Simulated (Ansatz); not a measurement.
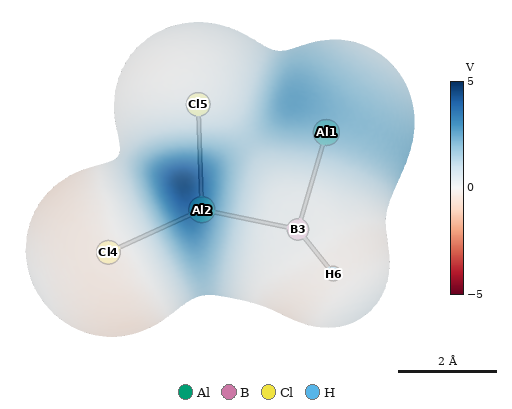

Figure. Al2BCl2H (SMILES [Al][BH][Al]([Cl])[Cl]) (triplet). The electrostatic potential painted on the density surface at 0.004 e/bohr³, seen at a tilt; red is negative and blue positive.

Geometry: B3LYP/6-31G*.

These are results of isolated molecule in a Gaussian basis; Kohn-Sham density functional theory, functional PBE0 in Ansatz 0.2.0, not measurements.

Input

```
basis:
  gaussian:
    orbitals: def2-TZVPD
crystal:
  periodic: [false, false, false]
  atoms:
    - {symbol: Al, position_ang: [-0.406016, 3.382879, 0.534173]}
    - {symbol: Al, position_ang: [0.390166, 0.547697, -0.133621]}
    - {symbol: B, position_ang: [1.378432, 2.256252, 0.337864]}
    - {symbol: Cl, position_ang: [0.681284, -1.486856, -0.626290]}
    - {symbol: Cl, position_ang: [-1.757075, 1.114590, -0.093500]}
    - {symbol: H, position_ang: [2.486268, 2.660771, 0.490550]}
magnetization:
  spin_polarized: true
  initial_magnetization: 2
hamiltonian:
  xc: pbe0
output: {forces: true, orbitals: {seedname: orbitals}}
```

Run with:

```sh
ansatz run input.yaml --threads 1 --pin off --max-ram 2610MiB --events-out events.jsonl --progress --plain --runs-dir runs
```

Where is the surface potential most negative and most positive?

Answer. The most negative region (about −0.4 V) lies over Cl4, the most positive (about +4.3 V) over Al2.
